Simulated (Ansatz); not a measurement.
**Computed against measured: atomisation enthalpy at 298 K**

6 molecules of light elements (H to F); the atomisation enthalpy at 298 K in kJ/mol, computed less measured. Shapes, held fixed at every level: PBE0-D4/def2-TZVP. Flexible molecules stand in one conformer, not always the lowest. Thermal terms are harmonic and unscaled (PBE0-D4/def2-TZVP); the spin-orbit lowering of the free atoms is taken from their spectra. Programs: Ansatz 0.2.0. Measured values: Active Thermochemical Tables, CRC Handbook of Chemistry and Physics.

Levels: A = SPW92/def2-TZVPP; B = PBE-D4/def2-TZVPP; C = CCSD(T)/def2-SVP; D = CCSD(T)/def2-TZVPP.

```csv
molecule,from tabulated heats,A,B,C,D
HCN (hydrogen cyanide),1278,+197,+54,-81,-50
N2H (dinitrogen monohydride),913,+227,+94,-101,-54
CH2O2 (formic acid),2030,+400,+89,-118,-67
C5H8 (SMILES C=C1CCC1),5207,+764,+135,-203,-131
C4H10 (SMILES CCCC),5173,+667,+68,-194,-111
C6H10 (1-methylcyclopentene),6485,+932,+152,-244,-159
```

Problem. Sum up the errors.

Solution. 
```json
{"level": "SPW92/def2-TZVPP", "kind": "LDA", "mean error": "+531.2", "mean absolute error": "531.2", "worst case": "C6H10"}
{"level": "PBE-D4/def2-TZVPP", "kind": "GGA", "mean error": "+98.7", "mean absolute error": "98.7", "worst case": "C6H10"}
{"level": "CCSD(T)/def2-SVP", "kind": "coupled cluster or CI", "mean error": "-156.8", "mean absolute error": "156.8", "worst case": "C6H10"}
{"level": "CCSD(T)/def2-TZVPP", "kind": "coupled cluster or CI", "mean error": "-95.3", "mean absolute error": "95.3", "worst case": "C6H10"}
```

On this set CCSD(T)/def2-TZVPP has the smallest mean absolute error and SPW92/def2-TZVPP the largest. SPW92/def2-TZVPP is too high in 6 of 6; PBE-D4/def2-TZVPP is too high in 6 of 6; CCSD(T)/def2-SVP is too low in 6 of 6; CCSD(T)/def2-TZVPP is too low in 6 of 6. Heats of the atoms come from ATcT where it has them. The levels differ in basis as well as in method. The smallest two are near a tie. For SPW92/def2-TZVPP and CCSD(T)/def2-SVP and CCSD(T)/def2-TZVPP the error tends to grow with the atomisation enthalpy. Correlated wave functions converge slowly with the basis. T1 is large for N2H (0.040), so single-reference values are less sure there. Spin contamination: N2H (⟨S²⟩ up to 0.85). Open shells run unrestricted. The set is small.

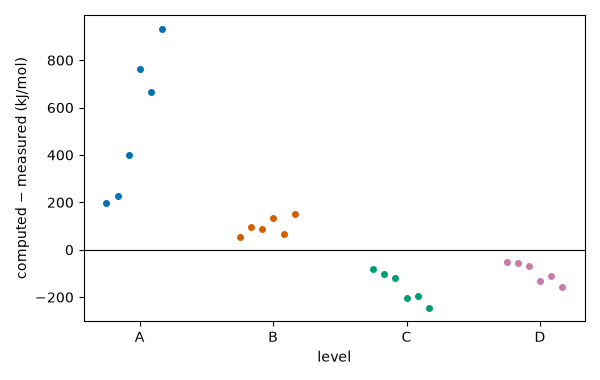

Errors of each level, one point a molecule.
